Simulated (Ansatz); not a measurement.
Start from La$_{2}$O$_{3}$ (space group P-3m1, No. 164; a = 3.940 Å, c = 6.188 Å).

Modification: the cell is scaled by 0.9467 in all directions, atoms relaxed at fixed cell.

All numbers come from Ansatz (an electronic-structure program), PBE, PAW, cutoff 420 eV, no spin-orbit coupling, earlier PAW set.

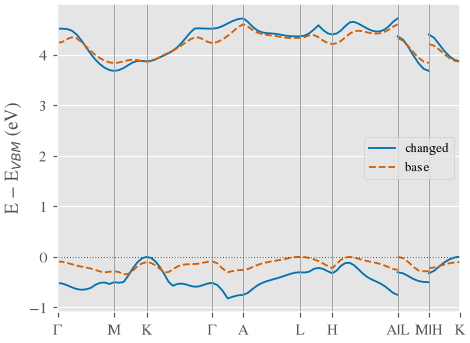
Figure. Highest valence and lowest conduction band along the path, each from its own valence-band maximum

Read the changed gap and its character from the plot.

About 3.7 eV, indirect, K → M.

The cells carry an imposed strain or load. Whether these cells are dynamically stable was not tested.
